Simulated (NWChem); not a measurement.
# Energy and gradient calculation, with input and output: CH2BrClOSi (part 2 of 2)

The same run, continued: CH2BrClOSi; HF/STO-3G, RHF (NWChem 7.3.0). The geometry comes from this level: PBE0-D4/def2-TZVP.

Geometry of the input (Å):
```
Cl -0.3825  -1.5818  1.6549
C  -0.1298  -0.7972  0.1083
Br -0.7293  -1.9130  -1.3504
O  1.1754  -0.3044  -0.0694
Si 0.0940  0.9909  -0.0861
H  0.1453  1.8857  1.0850
H  -0.1119  1.6519  -1.3880
```

## What the program printed, continued
```
 Vector   29  Occ=2.000000D+00  E=-9.030816D-01
              MO Center= -4.9D-01, -1.5D+00, -6.1D-01, r^2= 2.3D+00
   Bfn.  Coefficient  Atom+Function         Bfn.  Coefficient  Atom+Function
  ----- ------------  ---------------      ----- ------------  ---------------
    24      0.770316  3 Br s                  6     -0.389367  1 Cl s
    11      0.269985  2 C  s                 20     -0.216821  3 Br s
    34     -0.187044  4 O  s                 14     -0.157640  2 C  pz

 Vector   30  Occ=2.000000D+00  E=-7.411828D-01
              MO Center=  7.0D-02, -9.2D-02, -3.8D-02, r^2= 3.2D+00
   Bfn.  Coefficient  Atom+Function         Bfn.  Coefficient  Atom+Function
  ----- ------------  ---------------      ----- ------------  ---------------
    34      0.465354  4 O  s                 43     -0.450772  5 Si s
    11     -0.365593  2 C  s                 24      0.343968  3 Br s
     6      0.232395  1 Cl s                 13     -0.228203  2 C  py
    35      0.208000  4 O  px                39      0.193335  5 Si s
    47     -0.151047  6 H  s

 Vector   31  Occ=2.000000D+00  E=-6.883422D-01
              MO Center=  1.5D-01, -8.0D-02, -5.0D-04, r^2= 4.2D+00
   Bfn.  Coefficient  Atom+Function         Bfn.  Coefficient  Atom+Function
  ----- ------------  ---------------      ----- ------------  ---------------
    11      0.472620  2 C  s                 43     -0.444829  5 Si s
    24     -0.360441  3 Br s                  6     -0.317409  1 Cl s
    36     -0.272764  4 O  py                48     -0.195902  7 H  s
    47     -0.182513  6 H  s                  9     -0.176173  1 Cl pz
    39      0.161699  5 Si s                 35     -0.158685  4 O  px

 Vector   32  Occ=2.000000D+00  E=-5.669178D-01
              MO Center=  1.9D-01, -3.5D-01,  3.2D-01, r^2= 3.7D+00
   Bfn.  Coefficient  Atom+Function         Bfn.  Coefficient  Atom+Function
  ----- ------------  ---------------      ----- ------------  ---------------
    37      0.441234  4 O  pz                14      0.350654  2 C  pz
    46      0.274974  5 Si pz                 6     -0.256845  1 Cl s
     9     -0.252078  1 Cl pz                47      0.241801  6 H  s
    24      0.216960  3 Br s                  8      0.198243  1 Cl py
    35      0.174276  4 O  px                26     -0.152332  3 Br py

 Vector   33  Occ=2.000000D+00  E=-5.430232D-01
              MO Center=  3.2D-02, -3.4D-01, -1.5D-01, r^2= 4.1D+00
   Bfn.  Coefficient  Atom+Function         Bfn.  Coefficient  Atom+Function
  ----- ------------  ---------------      ----- ------------  ---------------
    13      0.391266  2 C  py                 9      0.326539  1 Cl pz
    48     -0.286046  7 H  s                 24      0.270180  3 Br s
    35     -0.264884  4 O  px                45     -0.257021  5 Si py
    27     -0.228576  3 Br pz                36      0.208900  4 O  py
    34     -0.197316  4 O  s                 37      0.155176  4 O  pz

 Vector   34  Occ=2.000000D+00  E=-5.128274D-01
              MO Center=  1.9D-01, -5.0D-01,  2.9D-01, r^2= 3.2D+00
   Bfn.  Coefficient  Atom+Function         Bfn.  Coefficient  Atom+Function
  ----- ------------  ---------------      ----- ------------  ---------------
    12      0.466755  2 C  px                36     -0.360313  4 O  py
     7      0.346516  1 Cl px                35     -0.264611  4 O  px
     9      0.221162  1 Cl pz                45      0.210929  5 Si py
    47      0.206311  6 H  s                 34     -0.175047  4 O  s

 Vector   35  Occ=2.000000D+00  E=-4.664491D-01
              MO Center= -1.2D-01,  4.8D-01, -1.0D-02, r^2= 4.7D+00
   Bfn.  Coefficient  Atom+Function         Bfn.  Coefficient  Atom+Function
  ----- ------------  ---------------      ----- ------------  ---------------
    47      0.427124  6 H  s                 48     -0.413769  7 H  s
    46      0.348862  5 Si pz                14     -0.272963  2 C  pz
     8     -0.267259  1 Cl py                27      0.193986  3 Br pz
     7     -0.187575  1 Cl px                24     -0.173212  3 Br s

 Vector   36  Occ=2.000000D+00  E=-4.216673D-01
              MO Center=  5.5D-02, -1.1D+00,  9.5D-01, r^2= 2.9D+00
   Bfn.  Coefficient  Atom+Function         Bfn.  Coefficient  Atom+Function
  ----- ------------  ---------------      ----- ------------  ---------------
     8      0.665072  1 Cl py                36     -0.376149  4 O  py
     9      0.347427  1 Cl pz                 7     -0.273346  1 Cl px
    35      0.240607  4 O  px                44     -0.211815  5 Si px
     4     -0.179465  1 Cl py                34      0.170974  4 O  s

 Vector   37  Occ=2.000000D+00  E=-3.862244D-01
              MO Center= -2.0D-01, -1.3D+00,  1.1D+00, r^2= 2.6D+00
   Bfn.  Coefficient  Atom+Function         Bfn.  Coefficient  Atom+Function
  ----- ------------  ---------------      ----- ------------  ---------------
     7      0.847693  1 Cl px                 8      0.284073  1 Cl py
    37     -0.249193  4 O  pz                 3     -0.227565  1 Cl px
    26      0.220635  3 Br py                36      0.187292  4 O  py
     9      0.159521  1 Cl pz                12     -0.152666  2 C  px

 Vector   38  Occ=2.000000D+00  E=-3.696810D-01
              MO Center=  3.1D-01, -8.8D-01, -1.0D-01, r^2= 3.3D+00
   Bfn.  Coefficient  Atom+Function         Bfn.  Coefficient  Atom+Function
  ----- ------------  ---------------      ----- ------------  ---------------
    37      0.634935  4 O  pz                26      0.423373  3 Br py
     8     -0.311843  1 Cl py                35      0.250699  4 O  px
    25     -0.248232  3 Br px                 9      0.238583  1 Cl pz
    44     -0.161186  5 Si px

 Vector   39  Occ=2.000000D+00  E=-3.359394D-01
              MO Center= -2.0D-01, -1.2D+00, -4.4D-01, r^2= 3.6D+00
   Bfn.  Coefficient  Atom+Function         Bfn.  Coefficient  Atom+Function
  ----- ------------  ---------------      ----- ------------  ---------------
    25      0.611048  3 Br px                37      0.416504  4 O  pz
    27      0.341394  3 Br pz                 9      0.296813  1 Cl pz
     8      0.290354  1 Cl py                36      0.242272  4 O  py
    13     -0.192837  2 C  py                44      0.188461  5 Si px
    21     -0.181925  3 Br px

 Vector   40  Occ=2.000000D+00  E=-3.210765D-01
              MO Center= -6.8D-01, -1.9D+00, -1.1D+00, r^2= 1.8D+00
   Bfn.  Coefficient  Atom+Function         Bfn.  Coefficient  Atom+Function
  ----- ------------  ---------------      ----- ------------  ---------------
    27      0.654691  3 Br pz                25     -0.559770  3 Br px
    26     -0.489137  3 Br py                 9      0.252645  1 Cl pz
    23     -0.192665  3 Br pz                21      0.163774  3 Br px

 Vector   41  Occ=2.000000D+00  E=-2.875905D-01
              MO Center= -2.1D-01, -9.6D-01, -4.4D-01, r^2= 3.5D+00
   Bfn.  Coefficient  Atom+Function         Bfn.  Coefficient  Atom+Function
  ----- ------------  ---------------      ----- ------------  ---------------
    26      0.536833  3 Br py                25     -0.442143  3 Br px
    35     -0.350674  4 O  px                44      0.347695  5 Si px
    13     -0.297733  2 C  py                 8      0.271526  1 Cl py
    12      0.249226  2 C  px                 7     -0.181434  1 Cl px
    36      0.171025  4 O  py                22     -0.156698  3 Br py

 Vector   42  Occ=0.000000D+00  E= 2.642995D-01
              MO Center= -3.6D-01, -1.5D-01, -7.2D-02, r^2= 3.0D+00
   Bfn.  Coefficient  Atom+Function         Bfn.  Coefficient  Atom+Function
  ----- ------------  ---------------      ----- ------------  ---------------
    11      0.828467  2 C  s                 44      0.702380  5 Si px
    27     -0.400633  3 Br pz                43     -0.377244  5 Si s
    12     -0.370215  2 C  px                 9      0.353225  1 Cl pz
    26     -0.313458  3 Br py                40     -0.217688  5 Si px
    45      0.204290  5 Si py                24     -0.193320  3 Br s

 Vector   43  Occ=0.000000D+00  E= 3.546741D-01
              MO Center= -2.7D-01, -6.6D-01, -3.9D-01, r^2= 2.9D+00
   Bfn.  Coefficient  Atom+Function         Bfn.  Coefficient  Atom+Function
  ----- ------------  ---------------      ----- ------------  ---------------
    13      0.741064  2 C  py                27      0.544137  3 Br pz
    43     -0.460652  5 Si s                 44      0.396995  5 Si px
    14      0.378385  2 C  pz                48      0.378437  7 H  s
    26      0.357504  3 Br py                11     -0.348657  2 C  s
    24      0.306141  3 Br s                 36     -0.264624  4 O  py

 Vector   44  Occ=0.000000D+00  E= 3.895157D-01
              MO Center=  3.0D-01,  7.4D-01,  1.9D-01, r^2= 2.9D+00
   Bfn.  Coefficient  Atom+Function         Bfn.  Coefficient  Atom+Function
  ----- ------------  ---------------      ----- ------------  ---------------
    43      0.964150  5 Si s                 47     -0.707532  6 H  s
    48     -0.472031  7 H  s                 14      0.456555  2 C  pz
    44      0.343072  5 Si px                36     -0.336605  4 O  py
    34     -0.305029  4 O  s                  9      0.280211  1 Cl pz
    35      0.204664  4 O  px                39     -0.190901  5 Si s

 Vector   45  Occ=0.000000D+00  E= 3.976124D-01
              MO Center=  6.9D-02, -4.2D-01,  2.4D-01, r^2= 2.8D+00
   Bfn.  Coefficient  Atom+Function         Bfn.  Coefficient  Atom+Function
  ----- ------------  ---------------      ----- ------------  ---------------
    14      0.722610  2 C  pz                 9      0.601570  1 Cl pz
    48      0.416900  7 H  s                 43     -0.393842  5 Si s
    11      0.370365  2 C  s                  6     -0.355451  1 Cl s
    44     -0.348330  5 Si px                36      0.344500  4 O  py
     8     -0.319720  1 Cl py                46      0.317036  5 Si pz

 Vector   46  Occ=0.000000D+00  E= 5.494951D-01
              MO Center=  2.3D-01,  3.6D-01, -4.4D-02, r^2= 2.1D+00
   Bfn.  Coefficient  Atom+Function         Bfn.  Coefficient  Atom+Function
  ----- ------------  ---------------      ----- ------------  ---------------
    45      0.970346  5 Si py                35     -0.603957  4 O  px
    12     -0.578220  2 C  px                34      0.549934  4 O  s
    48     -0.376847  7 H  s                 47     -0.340720  6 H  s
    41     -0.271657  5 Si py                13      0.247446  2 C  py
    44     -0.205253  5 Si px

 Vector   47  Occ=0.000000D+00  E= 5.808899D-01
              MO Center=  4.1D-02,  9.0D-01, -3.9D-02, r^2= 2.4D+00
   Bfn.  Coefficient  Atom+Function         Bfn.  Coefficient  Atom+Function
  ----- ------------  ---------------      ----- ------------  ---------------
    46      1.131979  5 Si pz                47     -0.693072  6 H  s
    48      0.678897  7 H  s                 14     -0.479908  2 C  pz
    42     -0.311594  5 Si pz                 9     -0.207691  1 Cl pz

 Vector   48  Occ=0.000000D+00  E= 6.694465D-01
              MO Center=  3.8D-01, -1.5D-01, -7.3D-03, r^2= 1.4D+00
   Bfn.  Coefficient  Atom+Function         Bfn.  Coefficient  Atom+Function
  ----- ------------  ---------------      ----- ------------  ---------------
    45      0.799891  5 Si py                11      0.718244  2 C  s
    12      0.673045  2 C  px                13      0.618720  2 C  py
    36      0.545688  4 O  py                35      0.491021  4 O  px
    43     -0.336590  5 Si s                 34     -0.216466  4 O  s
    41     -0.205854  5 Si py

 center of mass
 --------------
 x =  -0.56572111 y =  -2.09161389 z =  -0.57470166

 moments of inertia (a.u.)
 ------------------
        1571.809747256516        -262.781674454649        -140.867467646756
        -262.781674454649        1013.389513364830        -190.646163520366
        -140.867467646756        -190.646163520366         949.168774129171

  Mulliken analysis of the total density
  --------------------------------------

    Atom       Charge   Shell Charges
 -----------   ------   -------------------------------------------------------
    1 Cl  17    17.15   2.00  2.00  5.99  1.96  5.21
    2 C    6     6.09   1.99  1.30  2.79
    3 Br  35    35.02   2.00  2.00  6.00  2.00  5.99  1.95  5.09 10.00
    4 O    8     8.35   2.00  1.90  4.46
    5 Si  14    13.17   2.00  1.99  5.89  1.14  2.15
    6 H    1     1.11   1.11
    7 H    1     1.11   1.11

       Multipole analysis of the density wrt the origin
       ------------------------------------------------

     L   x y z        total         open         nuclear
     -   - - -        -----         ----         -------
     0   0 0 0     -0.000000      0.000000     82.000000

     1   1 0 0     -0.215853      0.000000    -41.676395
     1   0 1 0      1.645321      0.000000   -158.082760
     1   0 0 1     -0.333061      0.000000    -38.823476

     2   2 0 0    -38.646737      0.000000    115.752124
     2   1 1 0     -0.225079      0.000000    208.077455
     2   1 0 1      0.118747      0.000000     82.746495
     2   0 2 0    -38.873827      0.000000    697.092842
     2   0 1 1      0.756836      0.000000    157.571344
     2   0 0 2    -40.045388      0.000000    406.028448

                              NWChem Gradients Module
                              -----------------------

  wavefunction    =   RHF

                         RHF ENERGY GRADIENTS

    atom               coordinates                        gradient
                 x          y          z           x          y          z
   1 Cl     -0.722820  -2.989169   3.127308    0.008739   0.018943  -0.044478
   2 C      -0.245286  -1.506490   0.204657    0.012701  -0.014043   0.045573
   3 Br     -1.378177  -3.615046  -2.551886    0.001994  -0.000342  -0.000228
   4 O       2.221184  -0.575233  -0.131147   -0.030517  -0.002324   0.002645
   5 Si      0.177634   1.872529  -0.162705    0.006149  -0.035743  -0.000608
   6 H       0.274577   3.563456   2.050353    0.002782   0.018764   0.022073
   7 H      -0.211460   3.121638  -2.622940   -0.001848   0.014746  -0.024976

                 ----------------------------------------
                 |  Time  |  1-e(secs)   |  2-e(secs)   |
                 ----------------------------------------
                 |  CPU   |       0.01   |       6.95   |
                 ----------------------------------------
                 |  WALL  |       0.01   |       6.95   |
                 ----------------------------------------

 Task  times  cpu:       18.6s     wall:       18.6s
 Total times  cpu:       18.7s     wall:       18.7s
```

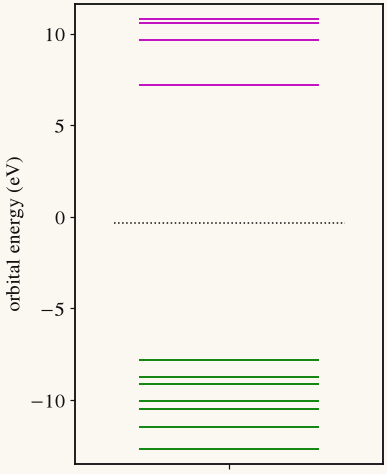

*Orbital energies near the frontier; the dotted line parts filled from empty levels, and levels within 0.02 eV of each other stand side by side.*

Highest filled −7.83 eV, lowest empty 7.19 eV, 15.02 eV apart.

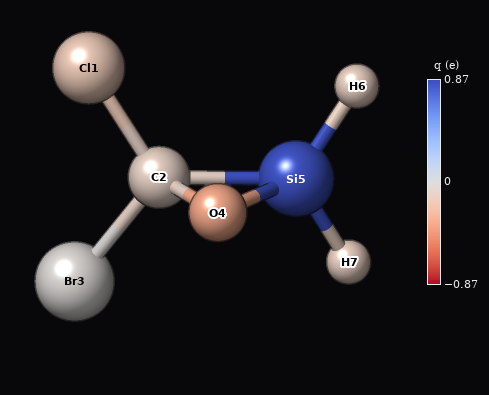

*Mulliken charges, as the colour of each atom (ball-and-stick view, seen at a tilt; atoms are numbered from 1 in the order of the input).*

By element: Cl −0.15, C −0.09, Br −0.02, O −0.35, Si +0.83 and H −0.11 e.
